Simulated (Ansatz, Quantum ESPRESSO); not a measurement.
# NaV (Pm-3m): from the cell to the phonon bands, part 2 of 3

How does NaV (Pm-3m) vibrate, and is this structure a minimum?

Quantum ESPRESSO 7.5; DFT LDA, scalar-relativistic, plane waves, GBRV ultrasoft pseudopotentials.

So far. Step 2 (A first look): No gap opens on this mesh, so smearing is kept; the start stands at -9.3 GPa. Step 4 (Ground state): The cell stands at -0.015 GPa, close enough for phonons. The relaxed cell has a = 3.259 Å (conventional setting).

The structure was built from a prototype and need not be the compound's stable phase.

## Step 5: Phonons on a q mesh

Linear response treats each wavevector in the unit cell, with no supercell; the 4×4×4 mesh fixes the range of the force constants to be had.

Input file ph.in:

```
phonons
&INPUTPH
  prefix       = 'x'
  outdir       = './tmp'
  fildyn       = 'x.dyn'
  tr2_ph       = 1.0d-18
  alpha_mix(1) = 0.4
  nmix_ph      = 8
  ldisp        = .true.
  nq1          = 4
  nq2          = 4
  nq3          = 4
/
```

Started as:

```sh
OMP_NUM_THREADS=1 mpirun -n 4 ph.x -nk 4 -in ph.in > ph.out
```

Numbers of over 12 decimals in the logs are rounded to 6 here.

The log of the run:

```text
[banners, grids, parts of the stress and lines that vanish by symmetry left out]
[banner, memory and clock lines left out]
Program PHONON v.7.5

[...]
Exchange-correlation= PZ
                           (   1   1   0   0   0   0   0)
[...]
(  10 q-points):
[...]
kinetic-energy cut-off    =      45.0000  Ry
     charge density cut-off    =     270.0000  Ry
     convergence threshold     =      1.0E-18
[...]
Exchange-correlation= PZ
                           (   1   1   0   0   0   0   0)
[...]
q = (   0.0000000   0.0000000   0.0000000 )
     49 Sym.Ops. (with q -> -q+G )
     G cutoff =  259.4040  (  17461 G-vectors)     FFT grid: ( 36, 36, 36)
     G cutoff =  172.9360  (   9459 G-vectors)  smooth grid: ( 27, 27, 27)
     number of k points=    35  Marzari-Vanderbilt smearing, width (Ry)=  0.0200
[...]
Mode symmetry, O_h (m-3m)  point group:
[...]
Representation #   1 modes #   1   2   3
[...]
End of self-consistent calculation
     Convergence has been achieved
     Representation #   2 modes #   4   5   6
[...]
End of self-consistent calculation
     Convergence has been achieved
[...]
q = (    0.000000000   0.000000000   0.000000000 )
[...]
freq (    1) =      -0.323197 [THz] =     -10.780695 [cm-1]
     freq (    2) =      -0.323197 [THz] =     -10.780695 [cm-1]
     freq (    3) =      -0.323197 [THz] =     -10.780695 [cm-1]
     freq (    4) =       8.169822 [THz] =     272.515942 [cm-1]
     freq (    5) =       8.169822 [THz] =     272.515942 [cm-1]
     freq (    6) =       8.169822 [THz] =     272.515942 [cm-1]
[...]
Mode symmetry, O_h (m-3m)  point group:
     freq (   1-   3) =        -10.8  [cm-1]   --> T_1u G_15  G_4- I
     freq (   4-   6) =        272.5  [cm-1]   --> T_1u G_15  G_4- I
[...]
Mode symmetry, C_4v (4mm)  point group:
[...]
Representation #   1 mode #   1
[...]
End of self-consistent calculation
     Convergence has been achieved
     Representation #   2 mode #   2
[...]
End of self-consistent calculation
     Convergence has been achieved
     Representation #   3 modes #   3   4
[...]
Convergence has been achieved
     Representation #   4 modes #   5   6
[...]
Convergence has been achieved
[...]
q = (    0.000000000   0.000000000   0.250000000 )
[...]
freq (    1) =       0.566433 [THz] =      18.894187 [cm-1]
     freq (    2) =       2.788525 [THz] =      93.015189 [cm-1]
     freq (    3) =       2.788525 [THz] =      93.015189 [cm-1]
     freq (    4) =       7.569638 [THz] =     252.495955 [cm-1]
     freq (    5) =       7.569638 [THz] =     252.495955 [cm-1]
     freq (    6) =       7.830144 [THz] =     261.185475 [cm-1]
[...]
Mode symmetry, C_4v (4mm)  point group:
     freq (   1-   1) =         18.9  [cm-1]   --> A_1  G_1 D_1
     freq (   2-   3) =         93.0  [cm-1]   --> E    G_5 D_5
     freq (   4-   5) =        252.5  [cm-1]   --> E    G_5 D_5
     freq (   6-   6) =        261.2  [cm-1]   --> A_1  G_1 D_1
[...]
Mode symmetry, D_4h(4/mmm) point group:
[...]
Representation #   1 mode #   1
[...]
Convergence has been achieved
     Representation #   2 modes #   2   3
[...]
Convergence has been achieved
     Representation #   3 mode #   4
[...]
Convergence has been achieved
     Representation #   4 modes #   5   6
[...]
Convergence has been achieved
[...]
q = (    0.000000000   0.000000000  -0.500000000 )
[...]
freq (    1) =      -2.974525 [THz] =     -99.219490 [cm-1]
     freq (    2) =       4.457766 [THz] =     148.695064 [cm-1]
[...]
Mode symmetry, D_4h(4/mmm) point group:
     freq (   1-   1) =        -99.2  [cm-1]   --> A_1g X_1  M_1
     freq (   2-   3) =        148.7  [cm-1]   --> E_g  X_5  M_5
     freq (   4-   5) =        218.8  [cm-1]   --> E_u  X_5' M_5'
     freq (   6-   6) =        260.4  [cm-1]   --> A_2u X_4' M_4'
[...]
Mode symmetry, C_2v (mm2)  point group:
[...]
Convergence has been achieved
[...]
Convergence has been achieved
[...]
Convergence has been achieved
[...]
Convergence has been achieved
[...]
q = (    0.000000000   0.250000000   0.250000000 )
[...]
Mode symmetry, C_2v (mm2)  point group:
     freq (   1-   1) =        -89.8  [cm-1]   --> B_2  D_4  S_4
     freq (   2-   2) =         96.1  [cm-1]   --> A_1  D_1  S_1
     freq (   3-   3) =        114.7  [cm-1]   --> B_1  D_3  S_3
     freq (   4-   4) =        237.6  [cm-1]   --> B_1  D_3  S_3
     freq (   5-   5) =        241.6  [cm-1]   --> A_1  D_1  S_1
     freq (   6-   6) =        283.4  [cm-1]   --> B_2  D_4  S_4
[...]
Mode symmetry, C_2v (mm2)  point group:
[...]
q = (    0.000000000   0.250000000  -0.500000000 )
[...]
Mode symmetry, C_2v (mm2)  point group:
     freq (   1-   1) =       -137.1  [cm-1]   --> A_1  D_1  S_1
     freq (   2-   2) =         14.2  [cm-1]   --> B_2  D_4  S_4
     freq (   3-   3) =        139.6  [cm-1]   --> A_2  D_2  S_2
     freq (   4-   4) =        217.0  [cm-1]   --> B_1  D_3  S_3
     freq (   5-   5) =        257.0  [cm-1]   --> A_1  D_1  S_1
     freq (   6-   6) =        284.2  [cm-1]   --> B_2  D_4  S_4
[...]
Mode symmetry, D_4h(4/mmm) point group:
[...]
q = (    0.000000000  -0.500000000  -0.500000000 )
[...]
Mode symmetry, D_4h(4/mmm) point group:
     freq (   1-   2) =       -147.0  [cm-1]   --> E_u  X_5' M_5'
     freq (   3-   3) =        131.0  [cm-1]   --> B_1u X_2' M_2'
     freq (   4-   4) =        215.3  [cm-1]   --> A_2u X_4' M_4'
     freq (   5-   6) =        285.0  [cm-1]   --> E_u  X_5' M_5'
[...]
Mode symmetry, C_3v (3m)   point group:
[...]
q = (    0.250000000   0.250000000   0.250000000 )
[...]
Mode symmetry, C_3v (3m)   point group:
     freq (   1-   1) =         49.6  [cm-1]   --> A_1  L_1
     freq (   2-   3) =         57.0  [cm-1]   --> E    L_3
     freq (   4-   4) =        250.8  [cm-1]   --> A_1  L_1
     freq (   5-   6) =        266.8  [cm-1]   --> E    L_3
[...]
Mode symmetry, C_2v (mm2)  point group:
[...]
Convergence has been achieved
[...]
Convergence has been achieved
[...]
q = (    0.250000000   0.250000000  -0.500000000 )
[...]
Mode symmetry, C_2v (mm2)  point group:
     freq (   1-   1) =       -137.8  [cm-1]   --> A_1  D_1  S_1
     freq (   2-   2) =        -16.5  [cm-1]   --> B_2  D_4  S_4
     freq (   3-   3) =        138.2  [cm-1]   --> A_2  D_2  S_2
     freq (   4-   4) =        239.1  [cm-1]   --> B_1  D_3  S_3
     freq (   5-   5) =        256.3  [cm-1]   --> A_1  D_1  S_1
     freq (   6-   6) =        282.7  [cm-1]   --> B_2  D_4  S_4
[...]
Mode symmetry, C_4v (4mm)  point group:
[...]
Representation #   1 mode #   1
[...]
Convergence has been achieved
     Representation #   2 mode #   2
[...]
Convergence has been achieved
     Representation #   3 modes #   3   4
[...]
Convergence has been achieved
     Representation #   4 modes #   5   6
[...]
Convergence has been achieved
[...]
q = (    0.250000000  -0.500000000  -0.500000000 )
[...]
freq (    5) =       8.190388 [THz] =     273.201942 [cm-1]
     freq (    6) =       8.190388 [THz] =     273.201942 [cm-1]
[...]
Mode symmetry, C_4v (4mm)  point group:
     freq (   1-   2) =       -120.3  [cm-1]   --> E    G_5 D_5
     freq (   3-   3) =        135.6  [cm-1]   --> B_2  G_4 D_2'
     freq (   4-   4) =        237.4  [cm-1]   --> A_1  G_1 D_1
     freq (   5-   6) =        273.2  [cm-1]   --> E    G_5 D_5
[...]
Mode symmetry, O_h (m-3m)  point group:
[...]
Representation #   1 modes #   1   2   3
[...]
End of self-consistent calculation
     Convergence has been achieved
     Representation #   2 modes #   4   5   6
[...]
End of self-consistent calculation
     Convergence has been achieved
[...]
q = (   -0.500000000  -0.500000000  -0.500000000 )
[...]
freq (    1) =      -1.502176 [THz] =     -50.107187 [cm-1]
     freq (    2) =      -1.502176 [THz] =     -50.107187 [cm-1]
     freq (    3) =      -1.502176 [THz] =     -50.107187 [cm-1]
     freq (    4) =       7.717863 [THz] =     257.440203 [cm-1]
     freq (    5) =       7.717863 [THz] =     257.440203 [cm-1]
     freq (    6) =       7.717863 [THz] =     257.440203 [cm-1]
[...]
Mode symmetry, O_h (m-3m)  point group:
     freq (   1-   3) =        -50.1  [cm-1]   --> T_2g G_25' G_5+
     freq (   4-   6) =        257.4  [cm-1]   --> T_1u G_15  G_4-


[key lines of the parts left out:]
the Fermi energy is     8.6588 ev
```

Run time: 34 min. Hardware: 4 MPI ranks of Arm Neoverse V1, shared host; 2.3 h of CPU time.

Numbers from this step:

| Property | Result |
| --- | --- |
| largest acoustic frequency at the zone centre before the sum rule | -10.78 cm⁻¹ |
| highest optical zone-centre mode (no LO-TO term) | 272.5 cm⁻¹ |
| lowest optical zone-centre mode | 272.5 cm⁻¹ |
| lowest mode on the q mesh (acoustic ones at the zone centre apart) | -147.0 cm⁻¹ |

Frequencies (cm⁻¹) at each irreducible wavevector; negative means imaginary. Frequencies by wavevector:

```csv
q (fractions),star,mode 1,mode 2,mode 3,mode 4,mode 5,mode 6
0 0 0,1,-10.78,-10.78,-10.78,272.5,272.5,272.5
0 0 0.25,6,18.89,93.02,93.02,252.5,252.5,261.2
0 0 -0.5,3,-99.22,148.7,148.7,218.8,218.8,260.4
0 0.25 0.25,12,-89.77,96.11,114.7,237.6,241.6,283.4
0 0.25 -0.5,12,-137.1,14.18,139.6,217,257,284.2
0 -0.5 -0.5,3,-147,-147,131,215.3,285.1,285.1
0.25 0.25 0.25,8,49.56,57,57,250.8,266.8,266.8
0.25 0.25 -0.5,12,-137.8,-16.51,138.2,239.1,256.3,282.7
0.25 -0.5 -0.5,6,-120.3,-120.3,135.6,237.4,273.2,273.2
-0.5 -0.5 -0.5,1,-50.11,-50.11,-50.11,257.4,257.4,257.4
```

The acoustic modes at Γ come out as far as 10.8 cm⁻¹ from zero, where they should vanish, a sizeable error of basis and grid.

## Step 6: Force constants in real space

The dynamical matrices of the mesh are Fourier-transformed to force constants in real space.

Input file q2r.in:

```
&INPUT
  fildyn = 'x.dyn'
  zasr   = 'crystal'
  flfrc  = 'x.fc'
/
```

Started as:

```sh
q2r.x < q2r.in > q2r.out
```

The log of the run:

```text
[banners, grids, parts of the stress and lines that vanish by symmetry left out]
[banner, memory and clock lines left out]
Program Q2R v.7.5

  reading grid info from file x.dyn0

  reading force constants from file x.dyn1
  Dielectric Tensor not found
  nqs=            1
 q=   0.00000000  0.00000000  0.00000000
  reading force constants from file x.dyn2
  nqs=            6
 q=   0.00000000  0.00000000  0.25000000
[...]
reading force constants from file x.dyn9
  nqs=            6
[...]
q=  -0.50000000 -0.25000000  0.50000000
  reading force constants from file x.dyn10
  nqs=            1
 q=  -0.50000000 -0.50000000 -0.50000000

      q-space grid ok, #points =   64

      fft-check success (sum of imaginary terms < 10^-12)
```

Wall time 0.46 s (1 thread).

## Step 7: Dispersion

From the force constants any wavevector is cheap; points of the mesh come back as solved, but for the sum rule and, in polar crystals, the LO-TO term at Γ; the rest is interpolation.

Input file matdyn.in:

```
&INPUT
  asr              = 'crystal'
  flfrc            = 'x.fc'
  flfrq            = 'x.freq'
  flvec            = 'x.modes'
  q_in_band_form   = .true.
  q_in_cryst_coord = .true.
/
8
  0.0000000   0.0000000   0.0000000  12  ! GAMMA
  0.0000000   0.5000000   0.0000000  12  ! X
  0.5000000   0.5000000   0.0000000  12  ! M
  0.0000000   0.0000000   0.0000000  12  ! GAMMA
  0.5000000   0.5000000   0.5000000  12  ! R
  0.0000000   0.5000000   0.0000000   1  ! X
  0.5000000   0.5000000   0.5000000  12  ! R
  0.5000000   0.5000000   0.0000000   1  ! M
```

Started as:

```sh
matdyn.x -in matdyn.in > matdyn.out
```

The log of the run:

```text
[banner, memory and clock lines left out]
Program MATDYN v.7.5

 mass for atomic type   1 not given; uses mass from file x.fc
 mass for atomic type   2 not given; uses mass from file x.fc
 Norm of the difference between old and new effective charges:    0.000000

 Norm of the difference between old and new force-constants:   8.11706e-05

     Message from routine matdyn:
     Z* not found in file x.fc, TO-LO splitting at q=0 will be absent!
     Message from routine matdyn:
     Z* not found in file x.fc, TO-LO splitting at q=0 will be absent!

Note: The following floating-point exceptions are signalling: IEEE_UNDERFLOW_FLAG
```

The job ended after 0.46 s (1 thread).

Numbers from this step:

* lowest frequency on the path: -147.0 cm⁻¹

Matdyn.x, sum rule crystal. The phonon branches at the labelled points (cm⁻¹):

```csv
point,branch 1,branch 2,branch 3,branch 4,branch 5,branch 6
Γ,0,0,0,272,272,272
X,-99,149,149,219,219,260
M,-147,-147,131,215,285,285
Γ,0,0,0,272,272,272
R,-50,-50,-50,257,257,257
X,-99,149,149,219,219,260
jump to R,-50,-50,-50,257,257,257
M,-147,-147,131,215,285,285
```

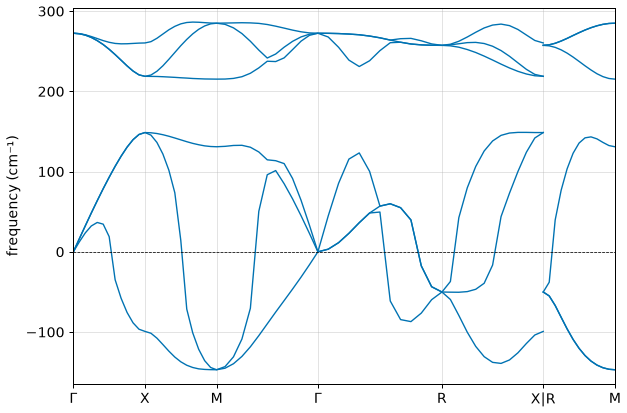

Phonon branches along the path.

Lowest modes at the softest wavevector of the mesh; phase exp(i q.(R + tau)). The modes at q = (0.500, 0.000, 0.500) (shares of kinetic energy by element, %) (negative means imaginary):

```csv
mode,frequency (cm⁻¹),Na %,V %
1,-147.0,15,85
2,-147.0,15,85
3,131.0,0,100
4,215.3,100,0
5,285.0,85,15
6,285.0,85,15
```

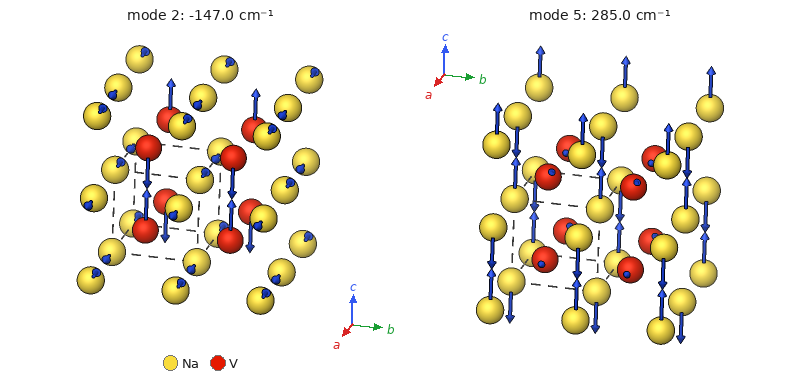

Displacement patterns of modes 2 and 5 at q = (0.500, 0.000, 0.500); arrows are exaggerated. 2×2×2 cells are drawn. Some periodic images of atoms are drawn too.

Force constants by pair (phonopy on the run's constants); pairs near half the supercell's span include their periodic images. Pair force constants, by row:

```csv
atom,neighbour,distance (Å),third of the trace (eV/Å²),along the pair's line (eV/Å²)
Na1,itself,0,4.874,–
Na1,V,2.822,-0.5239,-1.768
Na1,Na,3.259,-0.1058,-0.3947
Na1,Na,4.609,0.0073,0.0188
Na1,V,5.404,-0.0038,-0.0338
Na1,Na,5.645,-3.00e-4,0.0031
Na1,Na,6.518,-0.0058,-2.00e-4
Na1,V,7.103,-0.0019,-0.0042
Na1,Na,7.287,-1.00e-4,0.0014
V2,itself,0,1.888,–
V2,Na,2.822,-0.5239,-1.768
V2,V,3.259,0.3779,1.36
V2,V,4.609,0.0531,0.197
V2,Na,5.404,-0.0038,-0.0338
V2,V,5.645,-0.013,-0.0589
V2,V,6.518,-0.1913,-0.6349
V2,Na,7.103,-0.0019,-0.0042
V2,V,7.287,0.019,0.072
```

Mode patterns, pair constants, displacements and means over the zone were worked out by phonopy from the force constants of q2r.x.

The path dips to 147i cm⁻¹.

## Step 8: Sums over the zone

Sums over the zone need many more wavevectors than were solved, so the interpolation is sampled on a dense mesh.

Input file matdyn.in:

```
&INPUT
  asr    = 'crystal'
  flfrc  = 'x.fc'
  dos    = .true.
  fldos  = 'x.dos'
  nk1    = 14
  nk2    = 14
  nk3    = 14
  deltaE = 0.3
/
```

Started as:

```sh
matdyn.x -in matdyn.in > matdyn.out
```

The log of the run:

```text
[banner, memory and clock lines left out]
Program MATDYN v.7.5

 mass for atomic type   1 not given; uses mass from file x.fc
 mass for atomic type   2 not given; uses mass from file x.fc
 Norm of the difference between old and new effective charges:    0.000000

 Norm of the difference between old and new force-constants:   8.11706e-05

     Message from routine matdyn:
     Z* not found in file x.fc, TO-LO splitting at q=0 will be absent!

Note: The following floating-point exceptions are signalling: IEEE_UNDERFLOW_FLAG
```

It took 9.9 s on 1 thread.

Read from the output:

```
share of modes beyond 3i cm⁻¹ on the dense interpolated mesh : 0.2414
```

The phonon density of states has structure finer than the step of the table below, so its rows give means over 20 cm⁻¹, whole bins alone (the curve runs from -147 to 285 cm⁻¹). Peaks (cm⁻¹: height): total -133.5: 0.0204, 114.9: 0.0286, 139.2: 0.0392, 233.7: 0.053, 282.3: 0.0794; Na 233.7: 0.0497, 282.3: 0.0659; V -133.5: 0.0179, 114.9: 0.0260, 139.2: 0.0382, 282.3: 0.0134.

Tetrahedra. Table of phonon density of states by wavenumber; means over each step; values in 1/cm⁻¹/cell:

```csv
wavenumber (cm⁻¹),total,Na,V
-120,0.0168,0.00204,0.0148
-100,0.0143,0.00176,0.0125
-80,0.0102,0.00147,0.00879
-60,0.00913,0.00141,0.00771
-40,0.00584,0.00104,0.00479
-20,0.00310,5.4e-4,0.00256
0,0.00249,3.9e-4,0.00210
20,0.00231,3.3e-4,0.00198
40,0.00272,4.5e-4,0.00227
60,0.00473,8.4e-4,0.00389
80,0.00872,0.00138,0.00734
100,0.0126,0.00170,0.0109
120,0.0209,0.00201,0.0189
140,0.0241,8.6e-4,0.0232
160,0,0,0
180,0,0,0
200,0,0,0
220,0.0191,0.0184,6.9e-4
240,0.0404,0.0371,0.00327
260,0.0397,0.0345,0.00516
```

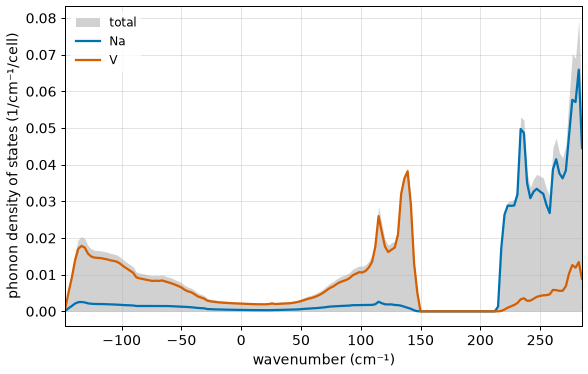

Phonon density of states, plotted against wavenumber.

## Step 9: Zone-centre analysis

A rigid shift of the crystal must cost nothing, but grids and finite bases break this; the acoustic sum rule is imposed before the matrix is diagonalised again.

Input file dynmat.in:

```
&INPUT
  fildyn = 'x.dyn1'
  asr    = 'simple'
  fileig = 'dynmat.eig'
/
```

Started as:

```sh
dynmat.x -in dynmat.in > dynmat.out
```

The log of the run:

```text
[banner, memory and clock lines left out]
Program DYNMAT v.7.5

     Reading Dynamical Matrix from file x.dyn1
     ...Force constants read
     ...epsilon and Z* not read (not found on file)
     A direction for q was not specified:TO-LO splitting will be absent

     Polarizability (A^3 units)
     multiply by 1.000000 for Clausius-Mossotti correction
         0.000000    0.000000    0.000000
         0.000000    0.000000    0.000000
         0.000000    0.000000    0.000000

     IR activities are in (D/A)^2/amu units

# mode   [cm-1]    [THz]      IR
    1     -0.00   -0.0000    0.0000
    2     -0.00   -0.0000    0.0000
    3      0.00    0.0000    0.0000
    4    272.72    8.1761    0.0000
    5    272.72    8.1761    0.0000
    6    272.72    8.1761    0.0000
```

Elapsed: 0.45 s, on 1 thread.

This step gave:

```yaml
highest_optical_zone_centre_mode_no_lo_to_term: 272.7 cm⁻¹
lowest_optical_zone_centre_mode: 272.7 cm⁻¹
```

Unit eigenvectors of the mass-weighted matrix after the sum rule; no LO-TO term. The modes at Γ (shares of kinetic energy by element, %):

```csv
mode,frequency (cm⁻¹),symmetry,Na %,V %
1,0.0,acoustic,31,69
2,0.0,acoustic,31,69
3,0.0,acoustic,31,69
4,272.7,T1u,69,31
5,272.7,T1u,69,31
6,272.7,T1u,69,31
```

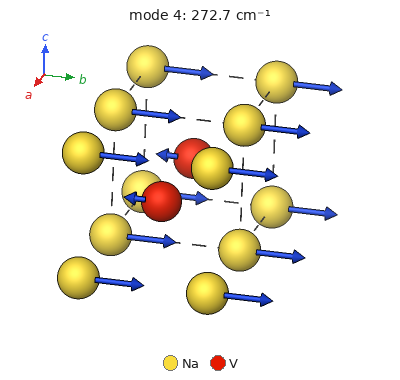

Displacement patterns of mode 4 at Γ; arrows are exaggerated. 2×1×1 cells are drawn. Some periodic images of atoms are drawn too.

The rule moves no optical mode by more than 0.3 cm⁻¹.

## Step 10: Sum rules set otherwise: a sum rule for molecules or wires on a crystal

This rule also removes rotations, which suits wires and not a crystal; it is tried to see the harm.

Input file dynmat.in:

```
&INPUT
  fildyn = 'x.dyn1'
  asr    = 'one-dim'
  fileig = 'dynmat.eig'
/
```

Started as:

```sh
dynmat.x -in dynmat.in > dynmat.out
```

The log of the run:

```text
[banner, memory and clock lines left out]
Program DYNMAT v.7.5

     Reading Dynamical Matrix from file x.dyn1
     ...Force constants read
     ...epsilon and Z* not read (not found on file)
asr rotation axis in 1D system=    3
     Acoustic Sum Rule: || Z*(ASR) - Z*(orig)|| =    0.000000E+00
     Acoustic Sum Rule: ||dyn(ASR) - dyn(orig)||=    1.780274E-01
     A direction for q was not specified:TO-LO splitting will be absent

     Polarizability (A^3 units)
     multiply by 1.000000 for Clausius-Mossotti correction
         0.000000    0.000000    0.000000
         0.000000    0.000000    0.000000
         0.000000    0.000000    0.000000

     IR activities are in (D/A)^2/amu units

# mode   [cm-1]    [THz]      IR
    1     -0.00   -0.0000    0.0000
    2      0.00    0.0000    0.0000
    3      0.00    0.0000    0.0000
    4      0.00    0.0000    0.0000
    5    272.48    8.1686    0.0000
    6    272.48    8.1686    0.0000
```

Wall time 0.45 s (1 thread).

The run ended normally, but on settings that are not sound.

The fault: a sum rule for molecules or wires on a crystal; 1 optical mode is projected out to zero frequency, as if it were a rotation.

For a crystal the rule has to be 'simple' or 'crystal'.

Zone-centre frequencies as printed; negative means imaginary. Modes:

```csv
mode,frequency (cm⁻¹)
1,0
2,0
3,0
4,0
5,272.5
6,272.5
```

## Step 11: Sum rules set otherwise (asr no)

Without the rule the raw error of the acoustic modes shows.

Input file dynmat.in:

```
&INPUT
  fildyn = 'x.dyn1'
  asr    = 'no'
  fileig = 'dynmat.eig'
/
```

Started as:

```sh
dynmat.x -in dynmat.in > dynmat.out
```

The log of the run:

```text
[banner, memory and clock lines left out]
Program DYNMAT v.7.5

     Reading Dynamical Matrix from file x.dyn1
     ...Force constants read
     ...epsilon and Z* not read (not found on file)
     A direction for q was not specified:TO-LO splitting will be absent

     Polarizability (A^3 units)
     multiply by 1.000000 for Clausius-Mossotti correction
         0.000000    0.000000    0.000000
         0.000000    0.000000    0.000000
         0.000000    0.000000    0.000000

     IR activities are in (D/A)^2/amu units

# mode   [cm-1]    [THz]      IR
    1    -10.78   -0.3232    0.0000
    2    -10.78   -0.3232    0.0000
    3    -10.78   -0.3232    0.0000
    4    272.52    8.1698    0.0000
    5    272.52    8.1698    0.0000
    6    272.52    8.1698    0.0000
```

Run time: 0.45 s. Hardware: 1 thread.

Numbers from this step:

```yaml
highest_optical_zone_centre_mode_no_lo_to_term: 272.5 cm⁻¹
lowest_optical_zone_centre_mode: 272.5 cm⁻¹
```

Zone-centre frequencies as printed; negative means imaginary. Modes:

```csv
mode,frequency (cm⁻¹)
1,-10.78
2,-10.78
3,-10.78
4,272.5
5,272.5
6,272.5
```

Against the first rule no mode moves by more than 10.8 cm⁻¹.

(Continued in part 3 of 3.)

[Host names and launcher messages were left out of these logs when they were recorded.]

[Logs are printed without paths, hosts, clocks, repeated set-up lines and the standing remarks that a program may print on its own settings, such as how far it seeks lower states.]

[Hosts, paths, dates, database ids (printed as entryN), source tags and the programs' standing remarks are cut or masked in the printed files.]
